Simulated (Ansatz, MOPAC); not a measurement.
How methods differ on C2ClF3 (SMILES FC(F)=C(F)Cl)

C2ClF3, singlet, SMILES `FC(F)=C(F)Cl`. Each level relaxes the structure for itself.

Each level gives the zero-point energy at each level's own minimum (kJ/mol). The values are calculated.

```tsv
level	kind	program	value (kJ/mol)
RM1	semi-empirical	MOPAC	59.3
MNDOD	semi-empirical	MOPAC	61.3
PM6-D3H4	semi-empirical	MOPAC	52.4
PM6-DH+	semi-empirical	MOPAC	52.4
HF/STO-3G	Hartree–Fock	Ansatz	58.8
HF/3-21G	Hartree–Fock	Ansatz	57.4
HF/6-31G* (Cartesian functions)	Hartree–Fock	Ansatz	58.6
PBE/def2-SVP	GGA	Ansatz	51.3
B3LYP/6-31G* (Cartesian functions)	global hybrid	Ansatz	52.6
PBE0-D4/def2-TZVP	global hybrid	Ansatz	53.7
```

Harmonic and unscaled. The values span 51.3 to 61.3 kJ/mol.

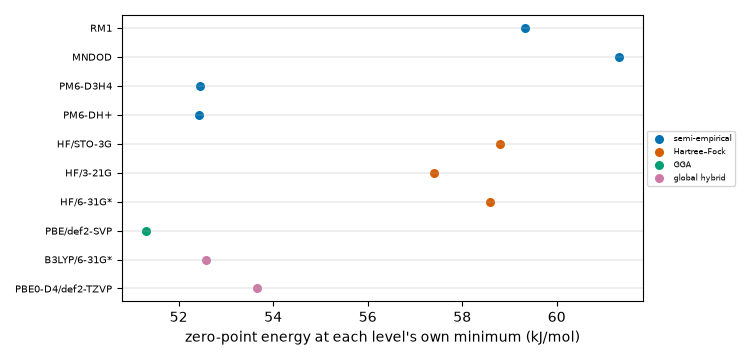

The values of the table, level by level.
